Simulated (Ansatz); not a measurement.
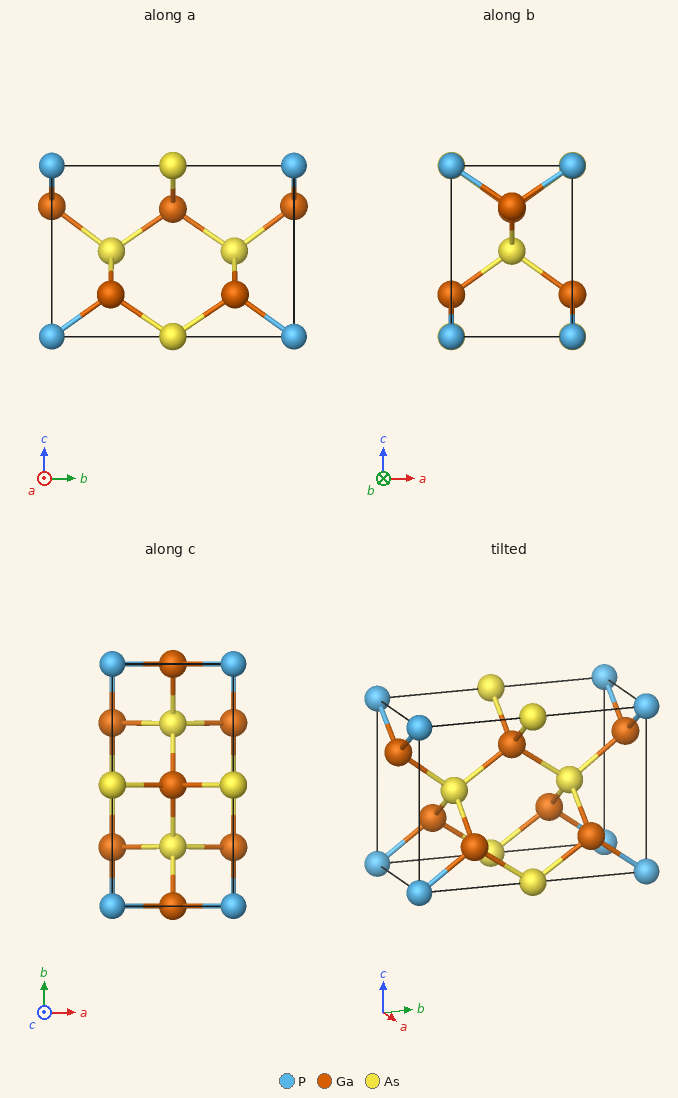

Shown here is a ball-and-stick view of the crystal, taken along the a axis, along the b axis, along the c axis and slightly off an axis. Atoms at the boundary of the conventional unit cell (the box) are drawn once for each face, edge or corner they touch.

Lattice parameters: a = 3.970 Å, b = 7.938 Å, c = 5.607 Å, α = 90.00°, β = 90.00°, γ = 90.00°. Put a along x and b in the xy plane.

Express the structure as a POSCAR file, with free fractional coordinates to two decimals.

Answer.
```
P Ga As
1.0
     3.970    0.000    0.000
     0.000    7.938    0.000
     0.000    0.000    5.607
P Ga As
1 4 3
Direct
  0.00 0.00 0.00
  0.50 0.00 0.76
  0.00 0.76 0.25
  0.50 0.50 0.75
  0.00 0.24 0.25
  0.50 0.75 0.50
  0.00 0.50 0.00
  0.50 0.25 0.50
```

It goes back to a structure type filled with these elements by a generator (whether the compound takes this form wasn't checked). Earlier steps of the study, as a rule a relaxation of our own, may have changed the cell and positions, so they can lie some per cent off the listed ones. It went into a calculation with Ansatz.
